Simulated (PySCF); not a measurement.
# PBE0/ccECP-cc-pVDZ (core potential) run of GeH2 (SMILES [GeH2])

Aim: the vertical ionisation energy of GeH2 at PBE0/ccECP-cc-pVDZ (core potential), from 2 runs. Input form: a Python script.

The calculation is run with PySCF 2.14.0.

5 further runs of the same task are left out: 5 set aside as unsound or not needed.

## Step 1: The structure to begin with

The species is GeH2 (3 atoms), meant as a singlet with charge 0. As SMILES, `[GeH2]`. The shape is that of a PBE0-D4/def2-TZVP optimisation.

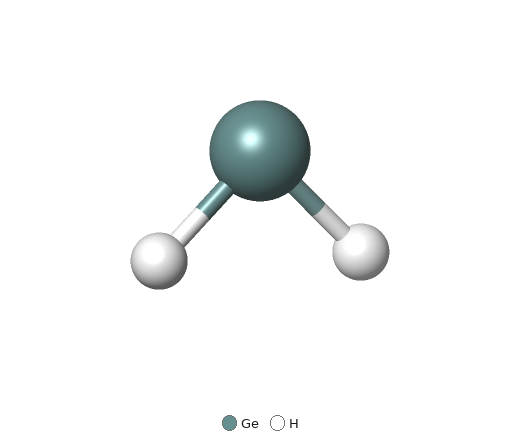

Viewed from a chosen angle; germanium teal, hydrogen white.

## Step 2: A single-point energy at PBE0/ccECP-cc-pVDZ (core potential)

Contents of job.py:

```python
from pyscf import gto, dft

mol = gto.M(
    atom='''
Ge    -1.077333     0.765528    -0.498321
H      1.479656     1.405200     0.961871
H     -0.402323    -2.170728    -0.463550
''',
    basis='ccecp-cc-pvdz',
    unit='bohr',
    charge=0,
    max_memory=1860,
    verbose=4,
    ecp={'Ge': 'ccecp', 'H': 'ccecp'},
    spin=0,
)

mf = dft.RKS(mol)
mf.xc = 'pbe0'
mf.grids.level = 5
mf.conv_tol = 1e-10
mf.kernel()
if not mf.converged:
    mf = mf.newton().run(mf.mo_coeff, mf.mo_occ)

e_final = mf.e_tot
print('E(%s) = %.9f' % ('PBE0', e_final))
```

Started as:

```
$ OMP_NUM_THREADS=1 python job.py
```

Standard output:

```text
PySCF version 2.14.0

[INPUT] num. atoms = 3
[INPUT] num. electrons = 6
[INPUT] charge = 0
[INPUT] spin (= nelec alpha-beta = 2S) = 0
[INPUT] symmetry False subgroup None
[INPUT] Mole.unit = bohr
[INPUT] Symbol           X                Y                Z      unit          X                Y                Z       unit  Magmom
[INPUT]  1 Ge    -0.570100072172   0.405099971921  -0.263700116923 AA   -1.077333000000   0.765528000000  -0.498321000000 Bohr   0.0
[INPUT]  2 H      0.783000235201   0.743599816785   0.509000213045 AA    1.479656000000   1.405200000000   0.961871000000 Bohr   0.0
[INPUT]  3 H     -0.212900163029  -1.148699788706  -0.245300096122 AA   -0.402323000000  -2.170728000000  -0.463550000000 Bohr   0.0

nuclear repulsion = 2.88841497828161
number of shells = 11
number of NR pGTOs = 69
number of NR cGTOs = 23
basis = ccecp-cc-pvdz
ecp = {'Ge': 'ccecp', 'H': 'ccecp'}

******** <class 'pyscf.dft.rks.RKS'> ********
method = RKS
initial guess = minao
damping factor = 0
level_shift factor = 0
DIIS = <class 'pyscf.scf.diis.CDIIS'>
diis_start_cycle = 1
diis_space = 8
diis_damp = 0
SCF conv_tol = 1e-10
SCF conv_tol_grad = None
SCF max_cycles = 50
direct_scf = True
direct_scf_tol = 1e-13
XC library pyscf.dft.libxc version 7.0.0
    S. Lehtola, C. Steigemann, M. J.T. Oliveira, and M. A.L. Marques.,  SoftwareX 7, 1–5 (2018)
XC functionals = pbe0
radial grids:
    Treutler-Ahlrichs [JCP 102, 346 (1995); DOI:10.1063/1.469408] (M4) radial grids

becke partition: Becke, JCP 88, 2547 (1988); DOI:10.1063/1.454033
pruning grids: <function nwchem_prune>
grids dens level: 5
symmetrized grids: False
atomic radii adjust function: <function treutler_atomic_radii_adjust>
small_rho_cutoff = 0
Set gradient conv threshold to 1e-05
Initial guess from minao.
tot grids = 91816
init E= -4.70289949436927
  HOMO = -0.252087832967361  LUMO = -0.145348264923942  gap/eV = 2.90453
cycle= 1 E= -4.9656689652122  delta_E= -0.263  |g|= 0.0694  |ddm|= 2.44
  HOMO = -0.250755756580447  LUMO = -0.112907241375489  gap/eV = 3.75105
cycle= 2 E= -4.96746088580004  delta_E= -0.00179  |g|= 0.0253  |ddm|= 0.344
  HOMO = -0.25046788463886  LUMO = -0.110605399383601  gap/eV = 3.80585
cycle= 3 E= -4.96779503486552  delta_E= -0.000334  |g|= 0.0058  |ddm|= 0.0917
  HOMO = -0.252151423870293  LUMO = -0.111792743298547  gap/eV = 3.81935
cycle= 4 E= -4.9678140068944  delta_E= -1.9e-05  |g|= 0.0002  |ddm|= 0.0197
  HOMO = -0.25206943896048  LUMO = -0.111750090968675  gap/eV = 3.81828
cycle= 5 E= -4.96781402992745  delta_E= -2.3e-08  |g|= 2.64e-05  |ddm|= 0.000839
  HOMO = -0.252055105680081  LUMO = -0.111735774562809  gap/eV = 3.81828
cycle= 6 E= -4.96781403027982  delta_E= -3.52e-10  |g|= 3.49e-06  |ddm|= 0.000116
  HOMO = -0.252056474578904  LUMO = -0.111737531921744  gap/eV = 3.81827
cycle= 7 E= -4.96781403028589  delta_E= -6.07e-12  |g|= 2.79e-07  |ddm|= 1.61e-05
  HOMO = -0.252056494475023  LUMO = -0.111737534493914  gap/eV = 3.81827
Extra cycle  E= -4.9678140302859  delta_E= -1.42e-14  |g|= 1.31e-07  |ddm|= 1.43e-06
converged SCF energy = -4.9678140302859
E(PBE0) = -4.967814030
```

Wall time 1.6 s (1 thread of Arm Neoverse V1, shared host); peak memory 0.18 GiB.

## Step 3: The doublet cation at the same level

Contents of run.py:

```python
from pyscf import gto, dft

mol = gto.Mole()
mol.atom = 'Ge -0.570100 0.405100 -0.263700; H 0.783000 0.743600 0.509000; H -0.212900 -1.148700 -0.245300'
mol.basis = 'ccecp-cc-pvdz'
mol.ecp = {'Ge': 'ccecp', 'H': 'ccecp'}
mol.charge = 1
mol.verbose = 4
mol.spin = 1
mol.max_memory = 1860
mol.build()

mf = dft.UKS(mol)
mf.xc = 'pbe0'
mf.grids.level = 5
mf.conv_tol = 1e-10
mf.kernel()
if not mf.converged:
    mf = mf.newton().run(mf.mo_coeff, mf.mo_occ)

etot = mf.e_tot
print('E = %.10f Eh' % etot)
```

Started as:

```
$ OMP_NUM_THREADS=1 python run.py
```

Standard output:

```text
PySCF version 2.14.0

[INPUT] num. atoms = 3
[INPUT] num. electrons = 5
[INPUT] charge = 1
[INPUT] spin (= nelec alpha-beta = 2S) = 1
[INPUT] symmetry False subgroup None
[INPUT] Mole.unit = angstrom
[INPUT] Symbol           X                Y                Z      unit          X                Y                Z       unit  Magmom
[INPUT]  1 Ge    -0.570100000000   0.405100000000  -0.263700000000 AA   -1.077332863615   0.765528053061  -0.498320779048 Bohr   0.0
[INPUT]  2 H      0.783000000000   0.743600000000   0.509000000000 AA    1.479655555534   1.405200346227   0.961870597404 Bohr   0.0
[INPUT]  3 H     -0.212900000000  -1.148700000000  -0.245300000000 AA   -0.402322691920  -2.170728399288  -0.463549818356 Bohr   0.0

nuclear repulsion = 2.88841508486013
number of shells = 11
number of NR pGTOs = 69
number of NR cGTOs = 23
basis = ccecp-cc-pvdz
ecp = {'Ge': 'ccecp', 'H': 'ccecp'}

******** <class 'pyscf.dft.uks.UKS'> ********
method = UKS
initial guess = minao
damping factor = 0
level_shift factor = 0
DIIS = <class 'pyscf.scf.diis.CDIIS'>
diis_start_cycle = 1
diis_space = 8
diis_damp = 0
SCF conv_tol = 1e-10
SCF conv_tol_grad = None
SCF max_cycles = 50
direct_scf = True
direct_scf_tol = 1e-13
number electrons alpha = 3  beta = 2
XC library pyscf.dft.libxc version 7.0.0
    S. Lehtola, C. Steigemann, M. J.T. Oliveira, and M. A.L. Marques.,  SoftwareX 7, 1–5 (2018)
XC functionals = pbe0
radial grids:
    Treutler-Ahlrichs [JCP 102, 346 (1995); DOI:10.1063/1.469408] (M4) radial grids

becke partition: Becke, JCP 88, 2547 (1988); DOI:10.1063/1.454033
pruning grids: <function nwchem_prune>
grids dens level: 5
symmetrized grids: False
atomic radii adjust function: <function treutler_atomic_radii_adjust>
small_rho_cutoff = 0
Set gradient conv threshold to 1e-05
tot grids = 91816
init E= -4.70289950301068
[... the frontier-level lines of each cycle are left out ...]

cycle= 1 E= -4.60406091625261  delta_E= 0.0988  |g|= 0.122  |ddm|= 1.75
cycle= 2 E= -4.62063717622156  delta_E= -0.0166  |g|= 0.0492  |ddm|= 0.952
cycle= 3 E= -4.62340521692812  delta_E= -0.00277  |g|= 0.0128  |ddm|= 0.227
cycle= 4 E= -4.62358968861724  delta_E= -0.000184  |g|= 0.00206  |ddm|= 0.0486
cycle= 5 E= -4.62359767135581  delta_E= -7.98e-06  |g|= 0.000506  |ddm|= 0.0121
cycle= 6 E= -4.62359834759328  delta_E= -6.76e-07  |g|= 0.000159  |ddm|= 0.00359
cycle= 7 E= -4.62359843272253  delta_E= -8.51e-08  |g|= 2.43e-05  |ddm|= 0.00158
cycle= 8 E= -4.62359843500027  delta_E= -2.28e-09  |g|= 3.9e-06  |ddm|= 0.000227
cycle= 9 E= -4.62359843503935  delta_E= -3.91e-11  |g|= 3.79e-07  |ddm|= 2.76e-05
Extra cycle  E= -4.62359843503949  delta_E= -1.35e-13  |g|= 1.77e-07  |ddm|= 1.99e-06
converged SCF energy = -4.62359843503949  <S^2> = 0.7544209  2S+1 = 2.004416
E = -4.6235984350 Eh
```

Wall time 2.5 s (1 thread of Arm Neoverse V1, shared host); peak memory 0.19 GiB.

## Step 4: Summary of results

Level: PBE0/ccECP-cc-pVDZ (core potential).

| quantity | value |
| --- | --- |
| singlet GeH2: total energy | -4.96781 Eh |
| singlet GeH2: dipole moment | 0.48 D |
| singlet GeH2: HOMO energy | -6.86 eV |
| singlet GeH2: LUMO energy | -3.04 eV |
| singlet GeH2: HOMO–LUMO gap | 3.82 eV |
| doublet cation: total energy | -4.62360 Eh |
| doublet cation: HOMO energy (highest over α and β) | -15.66 eV |
| doublet cation: LUMO energy (lowest over α and β) | -11.73 eV |
| doublet cation: ⟨S²⟩ | 0.754 |
| vertical ionisation energy (to the doublet cation) | 9.367 eV |

Removing an electron at fixed nuclei costs 9.37 eV (904 kJ/mol). The negative HOMO energy of the first species, 6.86 eV, lies 2.51 eV below that difference. Mulliken charges (singlet GeH2) run from -0.07 on H2 to +0.15 on Ge1; they depend strongly on the basis.
